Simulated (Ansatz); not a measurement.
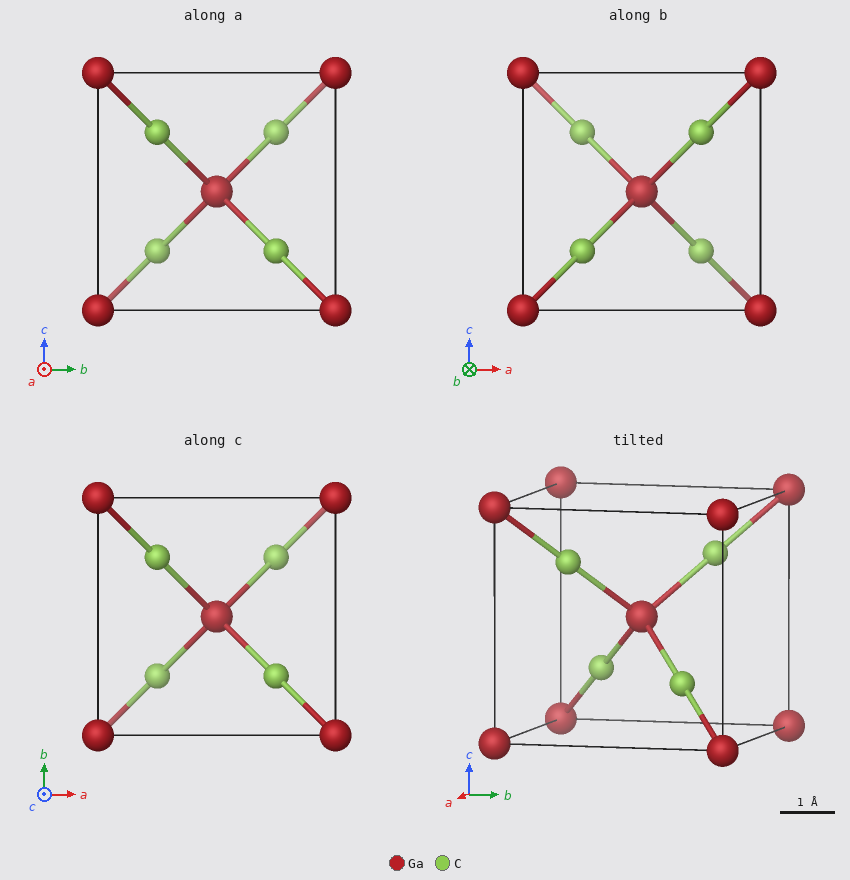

The crystal in a ball-and-stick representation, seen along the a axis, along the b axis, along the c axis and slightly off an axis. One conventional unit cell is framed, with atoms on its boundary repeated.

Lattice parameters: a = 4.475 Å, b = 4.475 Å, c = 4.475 Å, α = 90.00°, β = 90.00°, γ = 90.00°. Put a along x and b in the xy plane.

Express the structure as a POSCAR file.

```
Ga C
1.0
     4.475    0.000    0.000
     0.000    4.475    0.000
     0.000    0.000    4.475
Ga C
2 4
Direct
  0.0000 0.0000 0.0000
  0.5000 0.5000 0.5000
  0.2500 0.2500 0.2500
  0.2500 0.7500 0.7500
  0.7500 0.7500 0.2500
  0.7500 0.2500 0.7500
```

It goes back to a structure type filled with these elements by a generator (whether the compound takes this form wasn't checked). Earlier steps of the study may have refined or changed the cell and positions. It was run through Ansatz as a DFT input.
